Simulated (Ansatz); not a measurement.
**SiAsH3 (triplet): wB97M-V, B2PLYP, RPA-PBE over vertical spin and charge gaps and displaced geometries, cc-pVDZ, part 1 of 2**

How well do these functionals follow the top wave-function level for SiAsH3 (triplet) over vertical spin and charge gaps and displaced geometries?

Computed with Ansatz 0.2.0, Gaussian basis. Level: cc-pVDZ, all electrons in the functionals, frozen cores in the correlation of double hybrids and RPA.

Plan: wB97M-V, B2PLYP, RPA-PBE, at charge 0, triplet; charge 0, singlet; charge 0, quintet; charge 1, doublet; charge 1, quartet; displaced geometry v1; displaced geometry v2.

27 further runs of the same task are left out: 12 that didn't finish, 15 set aside as unsound or not needed.

## (1) What is computed

The geometry is a PBE0/def2-TZVP stationary point (not a proven minimum). No spin-orbit coupling is included. The filled d shell of As may be among the frozen orbitals whatever the setting's name suggests; the logs give the count.

5 atoms, charge 0, spin multiplicity 3.

Atoms are counted from 1 here; the program's logs count them from 0.

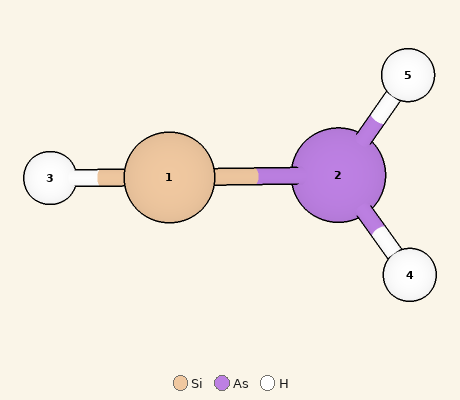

The geometry (silicon light orange, arsenic purple, hydrogen white); atoms are numbered from 1 in the order of the file.

No dispersion term is added; wB97M-V holds VV10 nonlocal correlation.

The geometry shown and the zero of energy belong to the point charge 0, triplet. The yardstick, UCCSDT(Q), and other wave-function levels (R restricted, U unrestricted, valence and pair active spaces) come from earlier runs.

## (2) wB97M-V, charge 0, triplet

File in.yaml:

```yaml
crystal:
  periodic: [false, false, false]
  atoms:
    - {symbol: Si, position_ang: [0.000000, 0.139300, 1.693106]}
    - {symbol: As, position_ang: [0.000000, -0.062043, -0.642439]}
    - {symbol: H, position_ang: [0.000000, -1.165176, 2.425283]}
    - {symbol: H, position_ang: [1.102624, 0.947723, -0.924517]}
    - {symbol: H, position_ang: [-1.102625, 0.947723, -0.924517]}
basis:
  gaussian: {orbitals: cc-pVDZ}
magnetization: {spin_polarized: true, initial_magnetization: 2}
hamiltonian: {xc: {name: wB97M-V}}
output: {forces: true, orbitals: {seedname: orbitals}}
```

The run is started by

```bash
ansatz run in.yaml --threads 1 --pin off --events-out ev --progress --plain --max-ram 2393MiB
```

What it wrote (excerpt; [...] marks lines left out):

```text
Functional definition: wB97M-V
  name "wB97M-V"
  cite "Mardirossian & Head-Gordon, J. Chem. Phys. 144, 214110 (2016) doi:10.1063/1.4952647"
  cite "Becke, J. Chem. Phys. 107, 8554 (1997) doi:10.1063/1.475007"
  cite "Vydrov & Van Voorhis, J. Chem. Phys. 133, 244103 (2010) doi:10.1063/1.3521275"
  # Of w^i u^j: cxij and so on, Table III.
[...]
  gx(w, u) = 1 - cx + cx01*u + cx10*w
  gss(w, u) = css00 + css04*u^4 + css10*w + css20*w^2 + css43*w^4*u^3
  gos(w, u) = cos00 + cos10*w + (cos20 + cos21*u)*w^2 + (cos60 + cos61*u)*w^6
[...]
      + integral(e_c_pw_mod_opposite_spin*gos(b97_w_opposite, b97_u_opposite)) + vv10(b, c)
643 factors; integrals over basis functions are off by at most 1.1e-3 eV
202 factors; integrals over basis functions are off by at most 6.4e-6 eV
[...]
mean field -68760.04792098 eV, -2526.8851538616 hartree, gradient 7.7e-6 eV, S^2 2.004326; 0 other end points of the search recorded, 0 dependent functions left out
[...]
reference -68760.04795504 eV, -2526.8851551132 hartree; 26, 24 occupied and 34, 36 virtual orbitals, 643 factors
Total energy: -68760.04795504 eV, -2526.8851551132 hartree
Atom 0 at     0.000000     0.139300     1.693106 Å, force    -0.000000     0.126344     0.071156 eV/Å
Atom 1 at     0.000000    -0.062043    -0.642439 Å, force    -0.000000    -0.024734    -0.131645 eV/Å
Atom 2 at     0.000000    -1.165176     2.425283 Å, force     0.000000    -0.111562     0.059336 eV/Å
Atom 3 at     1.102624     0.947723    -0.924517 Å, force     0.000149     0.004976     0.000576 eV/Å
Atom 4 at    -1.102625     0.947723    -0.924517 Å, force    -0.000149     0.004976     0.000576 eV/Å
Dipole moment:    -0.000000     0.090982    -0.087512 e Å
```

Wall time 26 s (1 thread of Intel Xeon at 2.50GHz, shared host).

From the report: ⟨S²⟩ of the determinant 2.004 (pure triplet: 2.00).

## (3) wB97M-V, charge 0, singlet

Edit in.yaml of step 2 so:

```diff
@@ -10,3 +10,3 @@
   gaussian: {orbitals: cc-pVDZ}
-magnetization: {spin_polarized: true, initial_magnetization: 2}
+magnetization: {spin_polarized: true, initial_magnetization: 0}
 hamiltonian: {xc: {name: wB97M-V}}
```

Same command.

What it wrote (excerpt; [...] marks lines left out):

```text
Functional definition: wB97M-V
  name "wB97M-V"
  cite "Mardirossian & Head-Gordon, J. Chem. Phys. 144, 214110 (2016) doi:10.1063/1.4952647"
  cite "Becke, J. Chem. Phys. 107, 8554 (1997) doi:10.1063/1.475007"
  cite "Vydrov & Van Voorhis, J. Chem. Phys. 133, 244103 (2010) doi:10.1063/1.3521275"
  # Of w^i u^j: cxij and so on, Table III.
[...]
  gx(w, u) = 1 - cx + cx01*u + cx10*w
  gss(w, u) = css00 + css04*u^4 + css10*w + css20*w^2 + css43*w^4*u^3
  gos(w, u) = cos00 + cos10*w + (cos20 + cos21*u)*w^2 + (cos60 + cos61*u)*w^6
[...]
      + integral(e_c_pw_mod_opposite_spin*gos(b97_w_opposite, b97_u_opposite)) + vv10(b, c)
643 factors; integrals over basis functions are off by at most 1.1e-3 eV
202 factors; integrals over basis functions are off by at most 6.4e-6 eV
[...]
mean field -68760.38889951 eV, -2526.8976845914 hartree, gradient 9.3e-6 eV, S^2 0.039891; 5 other end points of the search recorded, 0 dependent functions left out
[...]
reference -68760.38893437 eV, -2526.8976858727 hartree; 25, 25 occupied and 35, 35 virtual orbitals, 643 factors
Total energy: -68760.38893437 eV, -2526.8976858727 hartree
Atom 0 at     0.000000     0.139300     1.693106 Å, force     0.000004     2.207317     1.486959 eV/Å
Atom 1 at     0.000000    -0.062043    -0.642439 Å, force    -0.000001    -1.449107    -1.708650 eV/Å
Atom 2 at     0.000000    -1.165176     2.425283 Å, force    -0.000002    -1.053540    -0.623204 eV/Å
Atom 3 at     1.102624     0.947723    -0.924517 Å, force    -0.033383     0.147666     0.422449 eV/Å
Atom 4 at    -1.102625     0.947723    -0.924517 Å, force     0.033383     0.147665     0.422447 eV/Å
Dipole moment:    -0.000000    -0.019774     0.034264 e Å
```

It took 70 s on 1 thread of Intel Xeon at 2.50GHz, shared host.

From the report: ⟨S²⟩ of the determinant 0.040 (pure singlet: 0.00).

From charge 0, triplet: -0.341 eV.

## (4) wB97M-V, charge 0, quintet

Edit in.yaml of step 3 so:

```diff
@@ -10,3 +10,3 @@
   gaussian: {orbitals: cc-pVDZ}
-magnetization: {spin_polarized: true, initial_magnetization: 0}
+magnetization: {spin_polarized: true, initial_magnetization: 4}
 hamiltonian: {xc: {name: wB97M-V}}
```

Same command.

What it wrote (excerpt; [...] marks lines left out):

```text
Functional definition: wB97M-V
  name "wB97M-V"
  cite "Mardirossian & Head-Gordon, J. Chem. Phys. 144, 214110 (2016) doi:10.1063/1.4952647"
  cite "Becke, J. Chem. Phys. 107, 8554 (1997) doi:10.1063/1.475007"
  cite "Vydrov & Van Voorhis, J. Chem. Phys. 133, 244103 (2010) doi:10.1063/1.3521275"
  # Of w^i u^j: cxij and so on, Table III.
[...]
  gx(w, u) = 1 - cx + cx01*u + cx10*w
  gss(w, u) = css00 + css04*u^4 + css10*w + css20*w^2 + css43*w^4*u^3
  gos(w, u) = cos00 + cos10*w + (cos20 + cos21*u)*w^2 + (cos60 + cos61*u)*w^6
[...]
      + integral(e_c_pw_mod_opposite_spin*gos(b97_w_opposite, b97_u_opposite)) + vv10(b, c)
643 factors; integrals over basis functions are off by at most 1.1e-3 eV
202 factors; integrals over basis functions are off by at most 6.4e-6 eV
[...]
mean field -68753.67697902 eV, -2526.6510260628 hartree, gradient 9.5e-7 eV, S^2 6.003048; 5 other end points of the search recorded, 0 dependent functions left out
[...]
reference -68753.67701236 eV, -2526.6510272882 hartree; 27, 23 occupied and 33, 37 virtual orbitals, 643 factors
Total energy: -68753.67701236 eV, -2526.6510272882 hartree
Atom 0 at     0.000000     0.139300     1.693106 Å, force     0.000000    -0.601527     5.031155 eV/Å
Atom 1 at     0.000000    -0.062043    -0.642439 Å, force    -0.000000     1.237667    -4.634234 eV/Å
Atom 2 at     0.000000    -1.165176     2.425283 Å, force    -0.000000     0.019366     0.839022 eV/Å
Atom 3 at     1.102624     0.947723    -0.924517 Å, force     0.042245    -0.327753    -0.617971 eV/Å
Atom 4 at    -1.102625     0.947723    -0.924517 Å, force    -0.042245    -0.327753    -0.617971 eV/Å
Dipole moment:    -0.000000    -0.017048    -0.496753 e Å
```

Run time: 63 s. Hardware: 1 thread of Intel Xeon at 2.50GHz, shared host.

From the report: ⟨S²⟩ of the determinant 6.003 (pure quintet: 6.00).

From charge 0, triplet: +6.371 eV.

## (5) wB97M-V, charge 1, doublet

Edit in.yaml of step 4 so:

```diff
@@ -10,3 +10,4 @@
   gaussian: {orbitals: cc-pVDZ}
-magnetization: {spin_polarized: true, initial_magnetization: 4}
+total_charge: 1
+magnetization: {spin_polarized: true, initial_magnetization: 1}
 hamiltonian: {xc: {name: wB97M-V}}
```

Same command.

What it wrote (excerpt; [...] marks lines left out):

```text
Functional definition: wB97M-V
  name "wB97M-V"
  cite "Mardirossian & Head-Gordon, J. Chem. Phys. 144, 214110 (2016) doi:10.1063/1.4952647"
  cite "Becke, J. Chem. Phys. 107, 8554 (1997) doi:10.1063/1.475007"
  cite "Vydrov & Van Voorhis, J. Chem. Phys. 133, 244103 (2010) doi:10.1063/1.3521275"
  # Of w^i u^j: cxij and so on, Table III.
[...]
  gx(w, u) = 1 - cx + cx01*u + cx10*w
  gss(w, u) = css00 + css04*u^4 + css10*w + css20*w^2 + css43*w^4*u^3
  gos(w, u) = cos00 + cos10*w + (cos20 + cos21*u)*w^2 + (cos60 + cos61*u)*w^6
[...]
      + integral(e_c_pw_mod_opposite_spin*gos(b97_w_opposite, b97_u_opposite)) + vv10(b, c)
643 factors; integrals over basis functions are off by at most 1.1e-3 eV
202 factors; integrals over basis functions are off by at most 6.4e-6 eV
[...]
mean field -68752.67052396 eV, -2526.6140395216 hartree, gradient 6.2e-5 eV, S^2 0.760741; 1 other end points of the search recorded, 0 dependent functions left out
[...]
reference -68752.67055937 eV, -2526.6140408231 hartree; 25, 24 occupied and 35, 36 virtual orbitals, 643 factors
Total energy: -68752.67055937 eV, -2526.6140408231 hartree
Atom 0 at     0.000000     0.139300     1.693106 Å, force    -0.000000     0.508229     0.416918 eV/Å
Atom 1 at     0.000000    -0.062043    -0.642439 Å, force    -0.000000    -0.213478    -0.745770 eV/Å
Atom 2 at     0.000000    -1.165176     2.425283 Å, force     0.000000    -0.230804    -0.038326 eV/Å
Atom 3 at     1.102624     0.947723    -0.924517 Å, force     0.037563    -0.031973     0.183589 eV/Å
Atom 4 at    -1.102625     0.947723    -0.924517 Å, force    -0.037563    -0.031973     0.183589 eV/Å
Dipole moment:     0.000000     0.132007     0.732531 e Å
```

It took 21 s on 1 thread of Intel Xeon at 2.50GHz, shared host.

From the report: ⟨S²⟩ of the determinant 0.761 (pure doublet: 0.75).

From charge 0, triplet: +7.377 eV.

## (6) wB97M-V, charge 1, quartet

Edit in.yaml of step 5 so:

```diff
@@ -11,4 +11,4 @@
 total_charge: 1
-magnetization: {spin_polarized: true, initial_magnetization: 1}
+magnetization: {spin_polarized: true, initial_magnetization: 3}
 hamiltonian: {xc: {name: wB97M-V}}
-output: {forces: true, orbitals: {seedname: orbitals}}
+output: {orbitals: {seedname: orbitals}}
```

Same command.

What it wrote (excerpt; [...] marks lines left out):

```text
Functional definition: wB97M-V
  name "wB97M-V"
  cite "Mardirossian & Head-Gordon, J. Chem. Phys. 144, 214110 (2016) doi:10.1063/1.4952647"
  cite "Becke, J. Chem. Phys. 107, 8554 (1997) doi:10.1063/1.475007"
  cite "Vydrov & Van Voorhis, J. Chem. Phys. 133, 244103 (2010) doi:10.1063/1.3521275"
  # Of w^i u^j: cxij and so on, Table III.
[...]
  gx(w, u) = 1 - cx + cx01*u + cx10*w
  gss(w, u) = css00 + css04*u^4 + css10*w + css20*w^2 + css43*w^4*u^3
  gos(w, u) = cos00 + cos10*w + (cos20 + cos21*u)*w^2 + (cos60 + cos61*u)*w^6
[...]
      + integral(e_c_pw_mod_opposite_spin*gos(b97_w_opposite, b97_u_opposite)) + vv10(b, c)
643 factors; integrals over basis functions are off by at most 1.1e-3 eV
202 factors; integrals over basis functions are off by at most 6.4e-6 eV
[...]
mean field -68750.03075167 eV, -2526.5170296793 hartree, gradient 5.6e-5 eV, S^2 3.752841; 2 other end points of the search recorded, 0 dependent functions left out
reference -68750.03078585 eV, -2526.5170309353 hartree; 26, 23 occupied and 34, 37 virtual orbitals, 643 factors
Total energy: -68750.03078585 eV, -2526.5170309353 hartree
```

Wall time 21 s (1 thread of Intel Xeon at 2.50GHz, shared host).

From the report: ⟨S²⟩ of the determinant 3.753 (pure quartet: 3.75).

From charge 0, triplet: +10.017 eV.

## (7) wB97M-V, displaced geometry v1

File in.yaml:

```yaml
crystal:
  periodic: [false, false, false]
  atoms:
    - {symbol: Si, position_ang: [0.001602, 0.150516, 1.702443]}
    - {symbol: As, position_ang: [0.000768, -0.066970, -0.644255]}
    - {symbol: H, position_ang: [0.048732, -1.110793, 2.380854]}
    - {symbol: H, position_ang: [1.048580, 0.939292, -0.939144]}
    - {symbol: H, position_ang: [-1.199053, 0.955472, -0.990633]}
basis:
  gaussian: {orbitals: cc-pVDZ}
magnetization: {spin_polarized: true, initial_magnetization: 2}
hamiltonian: {xc: {name: wB97M-V}}
output: {orbitals: {seedname: orbitals}}
```

The command is unchanged.

What it wrote (excerpt; [...] marks lines left out):

```text
Functional definition: wB97M-V
  name "wB97M-V"
  cite "Mardirossian & Head-Gordon, J. Chem. Phys. 144, 214110 (2016) doi:10.1063/1.4952647"
  cite "Becke, J. Chem. Phys. 107, 8554 (1997) doi:10.1063/1.475007"
  cite "Vydrov & Van Voorhis, J. Chem. Phys. 133, 244103 (2010) doi:10.1063/1.3521275"
  # Of w^i u^j: cxij and so on, Table III.
[...]
  gx(w, u) = 1 - cx + cx01*u + cx10*w
  gss(w, u) = css00 + css04*u^4 + css10*w + css20*w^2 + css43*w^4*u^3
  gos(w, u) = cos00 + cos10*w + (cos20 + cos21*u)*w^2 + (cos60 + cos61*u)*w^6
[...]
      + integral(e_c_pw_mod_opposite_spin*gos(b97_w_opposite, b97_u_opposite)) + vv10(b, c)
644 factors; integrals over basis functions are off by at most 1.2e-3 eV
201 factors; integrals over basis functions are off by at most 7.3e-6 eV
[...]
mean field -68759.91818376 eV, -2526.8803861067 hartree, gradient 1.4e-5 eV, S^2 2.004542; 0 other end points of the search recorded, 0 dependent functions left out
reference -68759.91821786 eV, -2526.8803873598 hartree; 26, 24 occupied and 34, 36 virtual orbitals, 644 factors
Total energy: -68759.91821786 eV, -2526.8803873598 hartree
```

It took 26 s on 1 thread of Intel Xeon at 2.50GHz, shared host.

From the report: ⟨S²⟩ of the determinant 2.005 (pure triplet: 2.00).

From charge 0, triplet: +0.130 eV.

## (8) wB97M-V, displaced geometry v2

File in.yaml:

```yaml
crystal:
  periodic: [false, false, false]
  atoms:
    - {symbol: Si, position_ang: [0.118417, 0.135301, 1.685448]}
    - {symbol: As, position_ang: [-0.046457, -0.057668, -0.638503]}
    - {symbol: H, position_ang: [0.030163, -1.193225, 2.421039]}
    - {symbol: H, position_ang: [1.215897, 0.864405, -0.910547]}
    - {symbol: H, position_ang: [-1.092411, 0.845273, -1.013430]}
basis:
  gaussian: {orbitals: cc-pVDZ}
magnetization: {spin_polarized: true, initial_magnetization: 2}
hamiltonian: {xc: {name: wB97M-V}}
output: {forces: true, orbitals: {seedname: orbitals}}
```

The command is unchanged.

What it wrote (excerpt; [...] marks lines left out):

```text
Functional definition: wB97M-V
  name "wB97M-V"
  cite "Mardirossian & Head-Gordon, J. Chem. Phys. 144, 214110 (2016) doi:10.1063/1.4952647"
  cite "Becke, J. Chem. Phys. 107, 8554 (1997) doi:10.1063/1.475007"
  cite "Vydrov & Van Voorhis, J. Chem. Phys. 133, 244103 (2010) doi:10.1063/1.3521275"
  # Of w^i u^j: cxij and so on, Table III.
[...]
  gx(w, u) = 1 - cx + cx01*u + cx10*w
  gss(w, u) = css00 + css04*u^4 + css10*w + css20*w^2 + css43*w^4*u^3
  gos(w, u) = cos00 + cos10*w + (cos20 + cos21*u)*w^2 + (cos60 + cos61*u)*w^6
[...]
      + integral(e_c_pw_mod_opposite_spin*gos(b97_w_opposite, b97_u_opposite)) + vv10(b, c)
642 factors; integrals over basis functions are off by at most 1.1e-3 eV
201 factors; integrals over basis functions are off by at most 7.9e-6 eV
[...]
mean field -68759.86461169 eV, -2526.8784173693 hartree, gradient 1.6e-5 eV, S^2 2.004817; 0 other end points of the search recorded, 0 dependent functions left out
[...]
reference -68759.86464592 eV, -2526.8784186274 hartree; 26, 24 occupied and 34, 36 virtual orbitals, 642 factors
Total energy: -68759.86464592 eV, -2526.8784186274 hartree
Atom 0 at     0.118417     0.135301     1.685448 Å, force    -0.189909    -0.149825     0.292888 eV/Å
Atom 1 at    -0.046457    -0.057668    -0.638503 Å, force     2.497652    -1.174429     0.214160 eV/Å
Atom 2 at     0.030163    -1.193225     2.421039 Å, force     0.016440     0.230787    -0.149119 eV/Å
Atom 3 at     1.215897     0.864405    -0.910547 Å, force    -1.066470    -0.443435    -0.017591 eV/Å
Atom 4 at    -1.092411     0.845273    -1.013430 Å, force    -1.257714     1.536902    -0.340338 eV/Å
Dipole moment:    -0.034605     0.112655    -0.110569 e Å
```

Run time: 21 s. Hardware: 1 thread of Intel Xeon at 2.50GHz, shared host.

From the report: ⟨S²⟩ of the determinant 2.005 (pure triplet: 2.00).

From charge 0, triplet: +0.183 eV.

## (9) B2PLYP, charge 0, triplet

File in.yaml:

```yaml
crystal:
  periodic: [false, false, false]
  atoms:
    - {symbol: Si, position_ang: [0.000000, 0.139300, 1.693106]}
    - {symbol: As, position_ang: [0.000000, -0.062043, -0.642439]}
    - {symbol: H, position_ang: [0.000000, -1.165176, 2.425283]}
    - {symbol: H, position_ang: [1.102624, 0.947723, -0.924517]}
    - {symbol: H, position_ang: [-1.102625, 0.947723, -0.924517]}
basis:
  gaussian: {orbitals: cc-pVDZ}
magnetization: {spin_polarized: true, initial_magnetization: 2}
hamiltonian: {xc: {name: B2PLYP}}
correlation: {electrons: outside_noble_gas}
```

Launched as before.

What it wrote (excerpt; [...] marks lines left out):

```text
Functional definition: B2PLYP
  name "B2PLYP"
  cite "Grimme, J. Chem. Phys. 124, 034108 (2006) doi:10.1063/1.2148954"
  cite "Becke, Phys. Rev. A 38, 3098 (1988) doi:10.1103/PhysRevA.38.3098"
  cite "Lee, Yang & Parr, Phys. Rev. B 37, 785 (1988) doi:10.1103/PhysRevB.37.785"
[...]
643 factors; integrals over basis functions are off by at most 1.1e-3 eV
[...]
mean field -68747.67827755 eV, -2526.4305778498 hartree, gradient 2.5e-6 eV, S^2 2.008585; 0 other end points of the search recorded, 0 dependent functions left out
19 core orbitals not correlated: weight in the atoms' cores, before any rotation towards them, 1.000 or more for the frozen orbitals, at most 0.000 for the correlated occupied ones
reference -68747.67841428 eV, -2526.4305828746 hartree; 7, 5 occupied and 34, 36 virtual orbitals, 643 factors
second order -6.24252168 eV of doubles, -0.00000000 eV of singles
Total energy: -68749.36389513 eV, -2526.4925231535 hartree
```

Wall time 9.6 s (1 thread of Intel Xeon at 2.50GHz, shared host).

From the report: ⟨S²⟩ of the determinant 2.009 (pure triplet: 2.00).

## (10) B2PLYP, charge 0, singlet

Edit in.yaml of step 9 so:

```diff
@@ -10,3 +10,3 @@
   gaussian: {orbitals: cc-pVDZ}
-magnetization: {spin_polarized: true, initial_magnetization: 2}
+magnetization: {spin_polarized: true, initial_magnetization: 0}
 hamiltonian: {xc: {name: B2PLYP}}
```

Same command.

What it wrote (excerpt; [...] marks lines left out):

```text
Functional definition: B2PLYP
  name "B2PLYP"
  cite "Grimme, J. Chem. Phys. 124, 034108 (2006) doi:10.1063/1.2148954"
  cite "Becke, Phys. Rev. A 38, 3098 (1988) doi:10.1103/PhysRevA.38.3098"
  cite "Lee, Yang & Parr, Phys. Rev. B 37, 785 (1988) doi:10.1103/PhysRevB.37.785"
[...]
643 factors; integrals over basis functions are off by at most 1.1e-3 eV
[...]
mean field -68747.83640459 eV, -2526.4363889113 hartree, gradient 1.7e-6 eV, S^2 0.583971; 7 other end points of the search recorded, 0 dependent functions left out
19 core orbitals not correlated: weight in the atoms' cores, before any rotation towards them, 1.000 or more for the frozen orbitals, at most 0.000 for the correlated occupied ones
reference -68747.83654009 eV, -2526.4363938909 hartree; 6, 6 occupied and 35, 35 virtual orbitals, 643 factors
second order -6.30504285 eV of doubles, -0.00000000 eV of singles
Total energy: -68749.53890166 eV, -2526.4989545247 hartree
```

Wall time 18 s (1 thread of Intel Xeon at 2.50GHz, shared host).

From the report: ⟨S²⟩ of the determinant 0.584 (pure singlet: 0.00). The determinant is far from a pure spin state, so its energy mixes those of several spin states (harmless only where they are near-degenerate, as at dissociation).

From charge 0, triplet: -0.175 eV.

## (11) B2PLYP, charge 0, quintet

Edit in.yaml of step 10 so:

```diff
@@ -10,3 +10,3 @@
   gaussian: {orbitals: cc-pVDZ}
-magnetization: {spin_polarized: true, initial_magnetization: 0}
+magnetization: {spin_polarized: true, initial_magnetization: 4}
 hamiltonian: {xc: {name: B2PLYP}}
```

The command is unchanged.

What it wrote (excerpt; [...] marks lines left out):

```text
Functional definition: B2PLYP
  name "B2PLYP"
  cite "Grimme, J. Chem. Phys. 124, 034108 (2006) doi:10.1063/1.2148954"
  cite "Becke, Phys. Rev. A 38, 3098 (1988) doi:10.1103/PhysRevA.38.3098"
  cite "Lee, Yang & Parr, Phys. Rev. B 37, 785 (1988) doi:10.1103/PhysRevB.37.785"
[...]
643 factors; integrals over basis functions are off by at most 1.1e-3 eV
[...]
mean field -68741.42106119 eV, -2526.2006293901 hartree, gradient 9.1e-6 eV, S^2 6.005872; 6 other end points of the search recorded, 0 dependent functions left out
19 core orbitals not correlated: weight in the atoms' cores, before any rotation towards them, 1.000 or more for the frozen orbitals, at most 0.000 for the correlated occupied ones
reference -68741.42119977 eV, -2526.2006344826 hartree; 8, 4 occupied and 33, 37 virtual orbitals, 643 factors
second order -5.82888548 eV of doubles, -0.00000000 eV of singles
Total energy: -68742.99499885 eV, -2526.2584705321 hartree
```

Run time: 22 s. Hardware: 1 thread of Intel Xeon at 2.50GHz, shared host.

From the report: ⟨S²⟩ of the determinant 6.006 (pure quintet: 6.00).

From charge 0, triplet: +6.369 eV.

(Continued in part 2 of 2.)
